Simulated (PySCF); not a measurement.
SMILES OCCO[SiH3] (C2H8O2Si), singlet at its GFN2-xTB optimised geometry (Å):

```
13

O      0.9307    -0.7205     0.0000
C     -0.4764    -0.7205     0.0000
C     -0.9183     0.7388     0.0000
O     -0.5654     1.3842    -1.1739
Si     0.8456     1.2948    -1.9766
H      1.2621    -1.5882    -0.2508
H     -0.8685    -1.2284     0.8915
H     -0.8720    -1.2085    -0.8988
H     -0.4443     1.2415     0.8520
H     -2.0068     0.7980     0.1068
H      1.0335     0.0064    -2.6557
H      2.0068     1.5882    -1.1420
H      0.5560     2.3425    -2.9493
```

Level of theory: B3LYP/def2-TZVP run with PySCF. Cells within 0.4 Å of a nucleus heavier than hydrogen are left out (blank, or x).

Map of the electrostatic potential (hartree/e), clipped to [-0.08, 0.12] on the plane z = 0.0 Å:

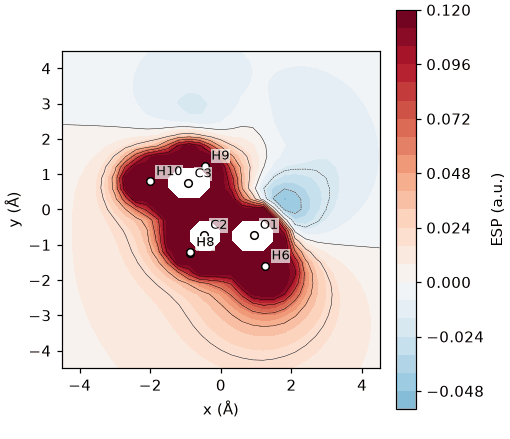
Figure: Electrostatic potential (hartree/e), clipped to [-0.08, 0.12] on the plane z = 0.0 Å.
